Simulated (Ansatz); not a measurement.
## Elastic response of Pnma (COD entry) SnSO4, displaced supercell (96 atoms)

Aim: relax Pnma (COD entry) SnSO4, displaced supercell (96 atoms), then change its volume and shape to read moduli from the stress.

Method: Kohn-Sham DFT, PBEsol, PAW (set soft_2), plane waves, in Ansatz 0.2.0.

**1. The starting structure**

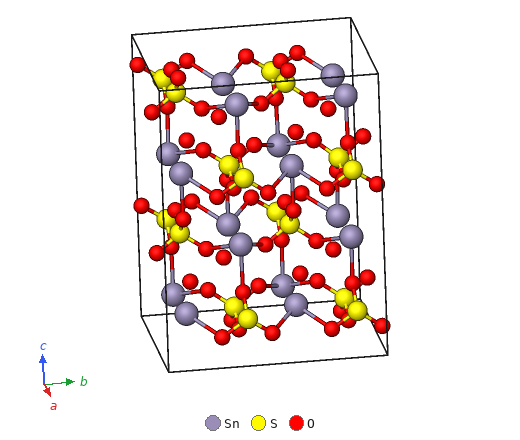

Start, viewed slightly off an axis; tin purple, sulfur yellow, oxygen red. Bonds to atoms that aren't drawn are left out.

The cell holds 96 atoms: 16 Sn, 16 S and 64 O. Cell: a = 8.799 Å, b = 10.638 Å, c = 14.230 Å, α = 90.0°, β = 90.0°, γ = 90.0°. It derives from SnSO4 (Pnma, COD entry), repeated 1×2×2. Pnma (COD entry) SnSO4 (cell 8.799, 5.319, 7.115, 90, 90, 90), 1 x 2 x 2 conventional cells; every coordinate displaced by a Gaussian of 0.02 Å.

What the set-up can't give: The Brillouin zone is sampled at Γ only.

**2. Single point at the start**

A single point comes first, to see the forces before anything moves.

input.yaml reads:

```yaml
crystal:
  lattice:
    - [8.799, 0.0, 0.0]
    - [0.0, 10.638, 0.0]
    - [0.0, 0.0, 14.23]
  atoms:
    - { symbol: Sn, position: [0.2079, 0.12513, 0.11014] }
    - { symbol: Sn, position: [0.29312, 0.37618, 0.36109] }
    - { symbol: Sn, position: [0.79318, 0.37193, 0.39021] }
    - { symbol: Sn, position: [0.70755, 0.12425, 0.14226] }
    - { symbol: S, position: [0.06547, 0.12305, 0.35047] }
    - { symbol: S, position: [0.43275, 0.37384, 0.0966] }
    - { symbol: S, position: [0.93046, 0.37603, 0.15302] }
    - { symbol: S, position: [0.56901, 0.12143, 0.4015] }
    - { symbol: O, position: [0.91525, 0.12195, 0.29802] }
    - { symbol: O, position: [0.58266, 0.37505, 0.04693] }
    - { symbol: O, position: [0.07947, 0.37536, 0.20111] }
    - { symbol: O, position: [0.41432, 0.12343, 0.4518] }
    - { symbol: O, position: [0.19168, 0.12516, 0.27658] }
    - { symbol: O, position: [0.30816, 0.37472, 0.02579] }
    - { symbol: O, position: [0.80513, 0.37357, 0.22256] }
    - { symbol: O, position: [0.69181, 0.12543, 0.4751] }
    - { symbol: O, position: [0.08802, 0.00817, 0.40923] }
    - { symbol: O, position: [0.41627, 0.49053, 0.16083] }
    - { symbol: O, position: [0.91222, 0.25939, 0.09132] }
    - { symbol: O, position: [0.5867, 0.23775, 0.34172] }
    - { symbol: O, position: [0.91054, 0.4886, 0.09223] }
    - { symbol: O, position: [0.59013, 0.01213, 0.34111] }
    - { symbol: O, position: [0.08873, 0.23804, 0.41067] }
    - { symbol: O, position: [0.41307, 0.25994, 0.15907] }
    - { symbol: Sn, position: [0.21071, 0.12343, 0.61061] }
    - { symbol: Sn, position: [0.29146, 0.37426, 0.86085] }
    - { symbol: Sn, position: [0.7938, 0.37508, 0.88744] }
    - { symbol: Sn, position: [0.70955, 0.12076, 0.64068] }
    - { symbol: S, position: [0.06937, 0.12634, 0.84909] }
    - { symbol: S, position: [0.43141, 0.37232, 0.59979] }
    - { symbol: S, position: [0.9336, 0.37965, 0.65354] }
    - { symbol: S, position: [0.57365, 0.12531, 0.90165] }
    - { symbol: O, position: [0.91734, 0.12717, 0.80021] }
    - { symbol: O, position: [0.58086, 0.37248, 0.54814] }
    - { symbol: O, position: [0.08027, 0.37514, 0.70141] }
    - { symbol: O, position: [0.4146, 0.12705, 0.95092] }
    - { symbol: O, position: [0.19111, 0.12992, 0.77485] }
    - { symbol: O, position: [0.31009, 0.3757, 0.52415] }
    - { symbol: O, position: [0.8045, 0.37312, 0.72617] }
    - { symbol: O, position: [0.69278, 0.12423, 0.97759] }
    - { symbol: O, position: [0.08777, 0.01281, 0.90981] }
    - { symbol: O, position: [0.41258, 0.49285, 0.66094] }
    - { symbol: O, position: [0.90769, 0.25894, 0.58935] }
    - { symbol: O, position: [0.59188, 0.23932, 0.84147] }
    - { symbol: O, position: [0.91547, 0.49036, 0.59148] }
    - { symbol: O, position: [0.58706, 0.01222, 0.84129] }
    - { symbol: O, position: [0.0905, 0.23806, 0.91084] }
    - { symbol: O, position: [0.41713, 0.25949, 0.65746] }
    - { symbol: Sn, position: [0.20606, 0.6254, 0.11074] }
    - { symbol: Sn, position: [0.29283, 0.87657, 0.36175] }
    - { symbol: Sn, position: [0.7933, 0.87632, 0.3874] }
    - { symbol: Sn, position: [0.70575, 0.62473, 0.14298] }
    - { symbol: S, position: [0.0702, 0.62431, 0.34612] }
    - { symbol: S, position: [0.42727, 0.87849, 0.0955] }
    - { symbol: S, position: [0.93235, 0.8761, 0.15183] }
    - { symbol: S, position: [0.57249, 0.62316, 0.40374] }
    - { symbol: O, position: [0.9153, 0.62378, 0.29608] }
    - { symbol: O, position: [0.58325, 0.87484, 0.04885] }
    - { symbol: O, position: [0.08326, 0.87521, 0.20004] }
    - { symbol: O, position: [0.41763, 0.62432, 0.45101] }
    - { symbol: O, position: [0.19611, 0.62813, 0.27235] }
    - { symbol: O, position: [0.30693, 0.87441, 0.02713] }
    - { symbol: O, position: [0.8026, 0.8736, 0.22378] }
    - { symbol: O, position: [0.69423, 0.62853, 0.47575] }
    - { symbol: O, position: [0.09244, 0.50839, 0.40858] }
    - { symbol: O, position: [0.40939, 0.98796, 0.1585] }
    - { symbol: O, position: [0.91278, 0.75976, 0.09066] }
    - { symbol: O, position: [0.58841, 0.7405, 0.33976] }
    - { symbol: O, position: [0.91222, 0.98965, 0.08714] }
    - { symbol: O, position: [0.5878, 0.50846, 0.34099] }
    - { symbol: O, position: [0.08777, 0.73874, 0.40876] }
    - { symbol: O, position: [0.41184, 0.75947, 0.1607] }
    - { symbol: Sn, position: [0.20817, 0.62753, 0.61044] }
    - { symbol: Sn, position: [0.29398, 0.87486, 0.86104] }
    - { symbol: Sn, position: [0.79178, 0.87264, 0.88929] }
    - { symbol: Sn, position: [0.70997, 0.62546, 0.63752] }
    - { symbol: S, position: [0.06909, 0.62257, 0.84603] }
    - { symbol: S, position: [0.4333, 0.87237, 0.59653] }
    [... 12 atom lines left out ...]
    - { symbol: O, position: [0.91762, 0.75886, 0.59057] }
    - { symbol: O, position: [0.58611, 0.73898, 0.84185] }
    - { symbol: O, position: [0.91109, 0.98755, 0.591] }
    - { symbol: O, position: [0.58705, 0.511, 0.8418] }
    - { symbol: O, position: [0.08834, 0.74126, 0.90795] }
    - { symbol: O, position: [0.41009, 0.76468, 0.66064] }
kpoints:
  mp_grid: { grid: [1, 1, 1] }
hamiltonian:
  xc: pbesol
scf:
  occupations: { method: fermi_dirac, width: 0.05 }
output:
  forces: true
```

Run with:

```sh
$ ansatz run input.yaml --threads 4 --pin off --max-ram 8192MiB --backend cpu --events-out ev --progress --plain --runs-dir out
```

Numbers of over 12 decimals in the logs are rounded to 6 here.

The log of the run:

```text
[...]
Pseudopotentials: kind: paw
Pseudopotential: Sn, paw, valence charge 14, recommended cutoff 420 eV (normal), Sn.paw.azcp
Pseudopotential: S, paw, valence charge 6, recommended cutoff 420 eV (normal), S.paw.azcp
Pseudopotential: O, paw, valence charge 6, recommended cutoff 420 eV (normal), O.paw.azcp
[... 3 lines on functional and potentials left out ...]
Crystal: 96 atoms, lattice volume = 1331.982 Å³
Basis set: ecut = 420 eV, 25989 PW (Γ), exchange–correlation on 120×144×192 points (8 copies of the dense FFT grid, shifted against one another)
Bands: 448, of which v1, the nominal top of the filled ones, is band 352 counted from 1 (351 counted from 0)
Symmetry: 1 space group operations
Space group: P1 (ITA 1), of the structure as read, at distance tolerance 1.1e-4 Å
k-points: 1
[... 10 lines on functional and potentials left out ...]
Initial density: superposition of atomic densities (neutral atoms: chi_scale 0, normalization atom), corrected by the library's trained network
Initial wavefunctions: pseudopotential atomic-orbital guess
[...]
SCF iter   1: F=—  HF=-145219.803713 eV  |F-HF|=—  |Δ(HF+E_count)|=         —  Δρ=1.09e-2  dr2=1.27e0  ethr=1.77e-3  ⟨swp⟩=5.0  Hψ=1962  notcnv=0  defer=52
preconditioner: auto → Resta (q_TF=auto, 2.453 Å⁻¹)  ε∞=3.5  [insulator: Δε(μ)=3.581 eV  Ē_g=17.069 eV  σ=0.050 eV  W_gap=1.00  n_scr=336 (ndim 8)  ℏωp=27.0 eV  f_vac=0.037  D(μ)=0.00/eV (n_scr^D=0)  ε∞_Penn≈3.5]
SCF iter   2: F=—  HF=-145219.425708 eV  |F-HF|=—  |Δ(HF+E_count)|=   3.78e-1  Δρ=2.02e-3  dr2=6.39e-2  ethr=1.81e-4  ⟨swp⟩=3.0  Hψ=725  notcnv=0  defer=89
SCF iter   3: F=—  HF=-145219.448090 eV  |F-HF|=—  |Δ(HF+E_count)|=   2.24e-2  Δρ=9.86e-4  dr2=1.40e-2  ethr=9.08e-6  ⟨swp⟩=3.0  Hψ=857  notcnv=0  defer=49
automatic band count: iteration 3 solves 408 bands in place of 448: the levels show a gap, and the empty bands left out lie too high to hold charge; the band table lists the bands solved (type scf.n_extra_bands for more)
SCF iter   4: F=—  HF=-145219.454122 eV  |F-HF|=—  |Δ(HF+E_count)|=   6.03e-3  Δρ=3.82e-4  dr2=1.62e-3  ethr=1.99e-6  ⟨swp⟩=2.0  Hψ=568  notcnv=0  defer=49
SCF iter   5: F=—  HF=-145219.454714 eV  |F-HF|=—  |Δ(HF+E_count)|=   5.91e-4  Δρ=2.17e-4  dr2=5.34e-4  ethr=2.30e-7  ⟨swp⟩=2.0  Hψ=710  notcnv=0  defer=49
SCF iter   6: F=—  HF=-145219.454711 eV  |F-HF|=—  |Δ(HF+E_count)|=   3.12e-6  Δρ=4.21e-5  dr2=2.02e-5  ethr=7.58e-8  ⟨swp⟩=2.0  Hψ=699  notcnv=0  defer=49
SCF iter   7: F=—  HF=-145219.455499 eV  |F-HF|=—  |Δ(HF+E_count)|=   7.88e-4  Δρ=2.31e-5  dr2=6.08e-6  ethr=2.87e-9  ⟨swp⟩=2.0  Hψ=710  notcnv=0  defer=49
SCF iter   8: F=—  HF=-145219.455499 eV  |F-HF|=—  |Δ(HF+E_count)|=   4.36e-7  Δρ=7.00e-6  dr2=5.42e-7  ethr=8.63e-10  ⟨swp⟩=2.0  Hψ=710  notcnv=0  defer=49
SCF iter   9: F=-145219.455499 eV  HF=-145219.455499 eV  |F-HF|=1.79e-8  |Δ(HF+E_count)|=   1.72e-7  Δρ=2.13e-6  dr2=5.34e-8  ethr=1.42e-11  ⟨swp⟩=5.0  Hψ=1328  notcnv=0
SCF 1 converged in 9 iterations: F = -145219.455499 eV  dr2 = 5.34e-8
[...]
SCF converged after 9 iterations
Free energy (F): -145219.455499 eV
Harris-Foulkes:  -145219.455499 eV  (|F-HF|=1.79e-8)
Internal energy: -145219.455499 eV  (E = F + TS)
E sigma→0 (E₀):  -145219.455499 eV
Fermi energy:    7.158534 eV
--- Per-component energies (eV) ---
[...]
Σ components = -145219.455499   (vs F -145219.455499, Δ=0.00e0)
--- Forces (eV/Å), atoms counted from 1 ---
  atom   1  Sn     0.24857064     0.24844269     0.47121960
  atom   2  Sn    -0.16252468    -0.18478765     0.29202415
  atom   3  Sn    -0.51895376    -0.21581289    -0.51359607
  atom   4  Sn     0.56311782     0.14503835    -0.61536194
[...]
atom  96  O     -0.01683115    -1.07915111    -0.15966824
  max |Σ_I F_I| component: 2.00e-5 eV/Å
```

Run time: 13 s. Hardware: 4 threads of Intel Xeon Platinum 8259CL at 2.50GHz (Skylake/Cascade Lake), shared host; peak memory 1.9 GiB.

The r.m.s. force at the start is 0.98 eV/Å.

**3. Cell and atoms relaxed**

The cell is relaxed with the atoms, since the starting lattice needn't suit this functional.

input.yaml reads:

```yaml
crystal:
  lattice:
    - [8.799, 0.0, 0.0]
    - [0.0, 10.638, 0.0]
    - [0.0, 0.0, 14.23]
  atoms:
    [... the 96 atom lines of step 2 ...]
kpoints:
  mp_grid: { grid: [1, 1, 1] }
hamiltonian:
  xc: pbesol
scf:
  occupations: { method: fermi_dirac, width: 0.05 }
output:
  forces: true
relax:
  f_tol: 0.05
  max_steps: 150
  cell: {}
```

The log of the run:

```text
[...]
Crystal: 96 atoms, lattice volume = 1331.982 Å³
Basis set: ecut = 420 eV, 25989 PW (Γ), exchange–correlation on 120×144×192 points (8 copies of the dense FFT grid, shifted against one another)
Bands: 448, of which v1, the nominal top of the filled ones, is band 352 counted from 1 (351 counted from 0)
Symmetry: 1 space group operations
[...]
k-points: 1
[...]
SCF iter   1: F=—  HF=-145219.803716 eV  |F-HF|=—  |Δ(HF+E_count)|=         —  Δρ=1.09e-2  dr2=1.27e0  ethr=1.77e-3  ⟨swp⟩=5.0  Hψ=1962  notcnv=0  defer=52
[...]
SCF iter   9: F=-145219.455499 eV  HF=-145219.455499 eV  |F-HF|=1.77e-8  |Δ(HF+E_count)|=   1.71e-7  Δρ=2.12e-6  dr2=5.32e-8  ethr=1.42e-11  ⟨swp⟩=4.0  Hψ=1365  notcnv=0
SCF 1 converged in 9 iterations: F = -145219.455499 eV  dr2 = 5.32e-8
[...]
relax step   1: F+E_penalty+E_count = -145219.45549872 eV  Δ(F+E_penalty+E_count) = +0.000e0 eV  max|allowed force component| = 4.048e0 eV/Å  Δτ_max = 0.0000 Å  P = -4.443 GPa  Ω = 1331.982 Å³  (9 SCF iters, dr2 threshold 1.00e-7 eV, accepted)
[... from here on, the SCF cycles and remarks between the steps are left out ...]
relax step   2: F+E_penalty+E_count = -145221.64279940 eV  Δ(F+E_penalty+E_count) = -2.187e0 eV  max|allowed force component| = 2.472e0 eV/Å  Δτ_max = 0.1944 Å  P = -0.163 GPa  Ω = 1264.424 Å³  energy of the carried Pulay correction = +2.815e-1 eV  (9 SCF iters, dr2 threshold 9.60e-6 eV, accepted)
relax step   3: F+E_penalty+E_count = -145222.79853222 eV  Δ(F+E_penalty+E_count) = -1.156e0 eV  max|allowed force component| = 1.645e0 eV/Å  Δτ_max = 0.1359 Å  P = -0.285 GPa  Ω = 1321.630 Å³  energy of the carried Pulay correction = +4.220e-2 eV  (8 SCF iters, dr2 threshold 9.60e-6 eV, accepted)
relax step   4: F+E_penalty+E_count = -145223.03813769 eV  Δ(F+E_penalty+E_count) = -2.396e-1 eV  max|allowed force component| = 1.357e0 eV/Å  Δτ_max = 0.2000 Å  P = +0.438 GPa  Ω = 1332.482 Å³  energy of the carried Pulay correction = -2.032e-3 eV  (8 SCF iters, dr2 threshold 9.60e-6 eV, accepted)
relax step   5: F+E_penalty+E_count = -145223.26108525 eV  Δ(F+E_penalty+E_count) = -2.229e-1 eV  max|allowed force component| = 1.117e-1 eV/Å  Δτ_max = 0.1367 Å  P = -0.037 GPa  Ω = 1343.837 Å³  energy of the carried Pulay correction = -4.793e-2 eV  (7 SCF iters, dr2 threshold 9.60e-6 eV, accepted)
relax step   6: F+E_penalty+E_count = -145223.32063171 eV  Δ(F+E_penalty+E_count) = -5.955e-2 eV  max|allowed force component| = 1.616e-2 eV/Å  Δτ_max = 0.0613 Å  P = +0.035 GPa  Ω = 1339.133 Å³  energy of the carried Pulay correction = -2.897e-2 eV  (7 SCF iters, dr2 threshold 7.80e-7 eV, accepted)
relax step   7: F+E_penalty+E_count = -145223.31398307 eV  Δ(F+E_penalty+E_count) = +6.649e-3 eV  max|allowed force component| = 7.351e-3 eV/Å  Δτ_max = 0.0175 Å  P = -0.009 GPa  Ω = 1341.407 Å³  energy of the carried Pulay correction = -3.814e-2 eV  (8 SCF iters, dr2 threshold 9.78e-9 eV, accepted)
relax step   8: F+E_penalty+E_count = -145223.37022403 eV  Δ(F+E_penalty+E_count) = -5.624e-2 eV  max|allowed force component| = 7.301e-3 eV/Å  Δτ_max = 0.0000 Å  P = +0.068 GPa  Ω = 1341.407 Å³  stress off target by 2.02e-1 GPa  SCF on the basis re-selected at this cell (its energy is not comparable with the rows above)  (6 SCF iters)
relax step   9: F+E_penalty+E_count = -145223.36485287 eV  Δ(F+E_penalty+E_count) = +5.371e-3 eV  max|allowed force component| = 5.997e-3 eV/Å  Δτ_max = 0.0090 Å  P = +0.023 GPa  Ω = 1343.421 Å³  energy of the carried Pulay correction = -8.587e-3 eV  (7 SCF iters, dr2 threshold 1.02e-7 eV, accepted)
relax step  10: F+E_penalty+E_count = -145223.36306102 eV  Δ(F+E_penalty+E_count) = +1.792e-3 eV  max|allowed force component| = 2.447e-2 eV/Å  Δτ_max = 0.0122 Å  P = -0.011 GPa  Ω = 1344.037 Å³  energy of the carried Pulay correction = -1.150e-2 eV  (8 SCF iters, dr2 threshold 9.95e-9 eV, accepted)
relax step  11: F+E_penalty+E_count = -145223.38760969 eV  Δ(F+E_penalty+E_count) = -2.455e-2 eV  max|allowed force component| = 2.433e-2 eV/Å  Δτ_max = 0.0000 Å  P = -0.004 GPa  Ω = 1344.037 Å³  stress off target by 3.27e-2 GPa  SCF on the basis re-selected at this cell (its energy is not comparable with the rows above)  (5 SCF iters)
[...]
SCF converged after 5 iterations
Free energy (F): -145223.387610 eV
[...]
Internal energy: -145223.387610 eV  (E = F + TS)
E sigma→0 (E₀):  -145223.387610 eV
Fermi energy:    7.269100 eV
[...]
--- Forces (eV/Å), atoms counted from 1 ---
  atom   1  Sn    -0.00027840     0.00336845    -0.00444045
  atom   2  Sn    -0.00063446     0.00115820    -0.00639932
  atom   3  Sn    -0.00612649     0.00021607    -0.00146495
  atom   4  Sn     0.00597517     0.00052680     0.00407238
  atom   5  S      0.01458822     0.00347046    -0.02085329
  atom   6  S     -0.01854302     0.00116818    -0.00959003
  atom   7  S     -0.02076185    -0.00206877     0.00786581
  atom   8  S      0.01568917     0.00075021     0.00261169
  atom   9  O     -0.00014447    -0.00013124     0.00399242
  atom  10  O      0.00367501    -0.00059379     0.00018548
  atom  11  O      0.00523915     0.00023077    -0.00010637
  atom  12  O     -0.00458276    -0.00061986     0.00047342
  atom  13  O     -0.00548932    -0.00113196     0.00769474
  atom  14  O      0.00343807     0.00046477     0.00239377
[...]
atom  95  O     -0.00248990    -0.00257841     0.00188249
  atom  96  O      0.00426668     0.00338006     0.00380529
  max |Σ_I F_I| component: 1.21e-6 eV/Å
--- Stress (GPa, compression-positive) ---
       -0.032704      -0.000332      -0.000031
       -0.000332       0.009706      -0.002659
       -0.000031      -0.002659       0.011963
  P = ⅓ Tr σ = -0.0037 GPa (-0.037 kbar)
--- Relaxed structure (9 steps of the walk, 9 accepted, 2 SCFs on fresh bases) ---
  F+E_penalty+E_count = -145223.38760969 eV   max|allowed force component| = 2.433e-2 eV/Å   (the final SCF, on the basis selected at the relaxed cell)
  cell:  # Å, volume = 1344.0369 Å³
    - [8.724650, -0.000437826, -0.000138523]
    - [-0.000529332, 10.864243, 0.0010565]
    - [-0.000224024, 0.00141323, 14.179592]
  atoms:
    - { symbol: Sn, position: [0.223590, 0.124736, 0.100607] }
    - { symbol: Sn, position: [0.277167, 0.374695, 0.350802] }
    - { symbol: Sn, position: [0.777255, 0.374965, 0.399640] }
    - { symbol: Sn, position: [0.723516, 0.124986, 0.149607] }
[...]
- { symbol: O, position: [0.403626, 0.762753, 0.645288] }
```

It took 2.3 min on 4 threads; peak memory 2 GiB; 8.6 min of CPU time.

The relaxation converged after 9 steps, with a largest force component of 0.024 eV/Å.

(Part 1 of 3 ends here.)

[Logs are printed without paths, hosts, clocks, repeated set-up lines and the standing remarks that a program may print on its own settings, such as how far it seeks lower states.]

[Hosts, paths, dates, database ids (printed as entryN), source tags and the programs' standing remarks are cut or masked in the printed files.]
